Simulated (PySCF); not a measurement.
System: C6H10FSi (SMILES CC#CC[Si+](C)CF) (charge +1).

The calculation's input:

```
{"job": {"kind": "nmr", "xc": "PBE0", "basis": "pcSseg-1", "pop": false}, "charge": 1, "multiplicity": 1}
C      3.146800     1.070800     0.222200
C      2.116500     0.558800    -0.741100
C      1.234500    -0.073000    -1.314400
C      0.110800    -0.903600    -1.781100
Si    -1.288100    -0.762000    -0.536600
C     -1.150000     0.514200     0.780000
C     -2.925500    -1.903300    -0.491800
F     -3.084900    -2.367700     0.774500
H      3.555100     0.142700     0.599900
H      2.543100     1.440300     1.046400
H      3.757300     1.727500    -0.349700
H      0.533100    -1.872600    -1.965700
H     -0.182600    -0.480200    -2.791500
H     -0.195600     0.473600     1.212700
H     -1.275400     1.425300     0.157300
H     -1.914000     0.496800     1.584000
H     -2.918000    -2.812100    -1.172900
H     -3.828200    -1.259900    -0.643400
```

Run with:

```sh
OMP_NUM_THREADS=1 python probes_run.py task.json out
```

Geometry: GFN2-xTB, MD frame at 250 fs, 300 K.

Theory: PySCF, PBE0/pcSseg-1, SCF density, gas phase, non-relativistic.

> What can the converged electron density and electron localisation function tell about the bonding?

C–C (1.23 Å): ρ is about 2.6 e/Å³ halfway; the ELF peaks at about 0.85 between the atoms (a short, multiple covalent bond).
C–H (1.06 Å): ρ is about 2.1 e/Å³ halfway; the ELF climbs to about 1 towards the hydrogen, as it does in any bond to H; a covalent bond by its length.

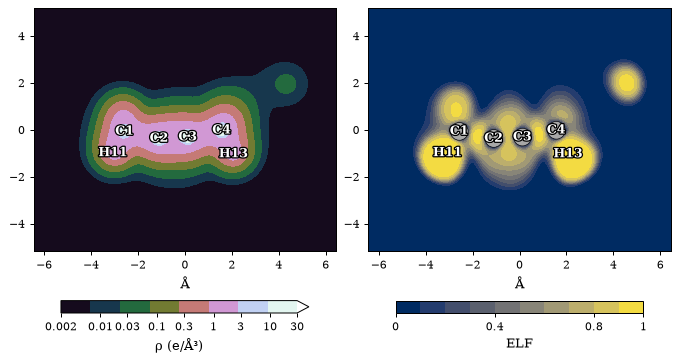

Computed electron density and electron localisation function on the plane of atoms C3, C4 and H13, in this order. Grey discs cover the atomic cores in the ELF map. 
